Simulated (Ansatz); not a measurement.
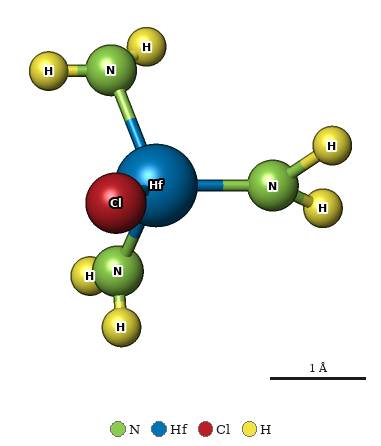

The input geometry (ball-and-stick view, seen at a tilt). Sticks mark near contacts. Bond lengths as drawn: Cl–Hf 1.41 Å, Hf–N 1.24 to 1.41 Å and H–N 0.57 to 0.86 Å.

Single-point calculation of HfN3H6Cl

System: HfN3H6Cl.
Method: RKS B97/def2-SVPD (Ansatz 0.2.0).

Some settings of this run were made unusual or wrong on purpose. The geometry comes from this level: PBE0-D4/def2-TZVP.

### Input
```yaml
crystal:
  periodic: [false, false, false]
  atoms:
    - {symbol: N, position_ang: [-1.101439, 0.133270, -0.295891]}
    - {symbol: Hf, position_ang: [0.095379, 0.339849, -0.019720]}
    - {symbol: N, position_ang: [0.285927, -0.190947, 1.271309]}
    - {symbol: N, position_ang: [0.693292, -0.406870, -0.805902]}
    - {symbol: Cl, position_ang: [0.544934, 1.667971, -0.113469]}
    - {symbol: H, position_ang: [-1.806550, 0.556809, -0.029856]}
    - {symbol: H, position_ang: [-1.560172, -0.307646, -0.645747]}
    - {symbol: H, position_ang: [0.926867, -0.095457, 1.410535]}
    - {symbol: H, position_ang: [-0.133278, -0.542567, 1.430316]}
    - {symbol: H, position_ang: [0.789009, -0.315802, -1.389459]}
    - {symbol: H, position_ang: [0.989927, -0.918012, -0.784900]}
basis:
  gaussian: {orbitals: def2-SVPD}
hamiltonian: {xc: {name: B97}}
```

Run on 4 threads of Arm Neoverse V1, 23 GiB of memory available, shared host.

Launched with:
```bash
ansatz run in.yaml --threads 4 --pin off --events-out ev --progress --plain --max-ram 11315MiB
```

### What the program printed
```
Functional definition: B97
  name "B97"
  cite "Becke, J. Chem. Phys. 107, 8554 (1997) doi:10.1063/1.475007"
  parameter cx = 0.1943
  parameter cx0 = 0.8094
  parameter cx1 = 0.5073
  parameter cx2 = 0.7481
  parameter css0 = 0.1737
  parameter css1 = 2.3487
  parameter css2 = -2.4868
  parameter cos0 = 0.9454
  parameter cos1 = 0.7471
  parameter cos2 = -4.5961
  exchange = spin_sum(e_x_unif_s*poly(b97_u_x, cx0, cx1, cx2)) + cx*exact_x
  correlation = spin_sum(e_c_pw_same_spin*poly(b97_u_same, css0, css1, css2))
      + integral(e_c_pw_opposite_spin*poly(b97_u_opposite, cos0, cos1, cos2))
1523 factors; their error is unknown
mean field evaluation 1: about -18197.4078 eV, gradient 1.7e2 eV
mean field evaluation 2: about -17781.1614 eV, gradient 4.1e2 eV
mean field evaluation 4: about -18246.8975 eV, gradient 3.9e1 eV
mean field evaluation 8: about -18249.3446 eV, gradient 4.3e-1 eV
mean field evaluation 16: about -18249.4580 eV, gradient 4.3e-4 eV
mean field -18249.45795046 eV, -670.6552097526 hartree, gradient 1.3e-5 eV, S^2 0.000000; 0 other end points of the search recorded, 0 dependent functions left out
reference -18249.45798637 eV, -670.6552110723 hartree; 28, 28 occupied and 142, 142 virtual orbitals, 1523 factors
Total energy: -18249.45798637 eV, -670.6552110723 hartree
```

### Outcome

| quantity | value |
| --- | --- |
| outcome | converged |
| total energy | −18249.4580 eV |
| SCF solution under orbital rotations | stable |
| wall time | 8 s (CPU time 29 s) |
| peak memory | 0.43 GiB |

### Diagnosis

The input was spoiled on purpose: squeeze. The run converged all the same; its numbers are those of the faulty input and shouldn't be used.
